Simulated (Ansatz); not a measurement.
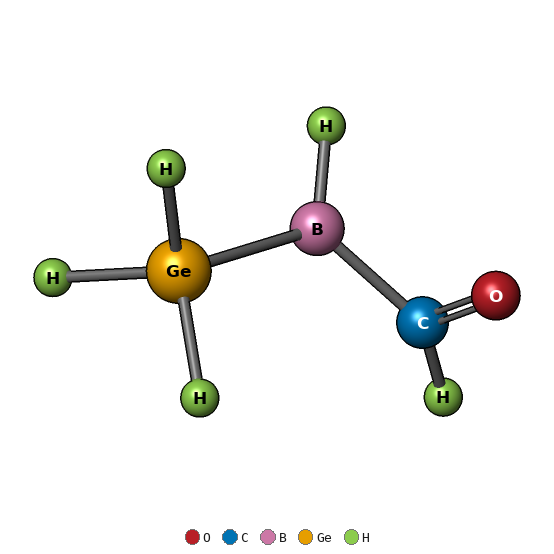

Harmonic vibrations computed with RKS PBE0-D4/def2-TZVP (Ansatz 0.2.0) at a stationary point of the same level.

Is this a minimum or a saddle point?

Answer. A minimum: no imaginary frequency, and the lowest mode lies at 63 cm⁻¹.

How many vibrational modes are there, and where do they lie?

Answer. 21 modes: 63, 89, 172, 210, 430, 475, 574, 719, 806, 852, 879, 894, 1018, 1091, 1382, 1710, 2128, 2151, 2154, 2642, 2976 cm⁻¹.
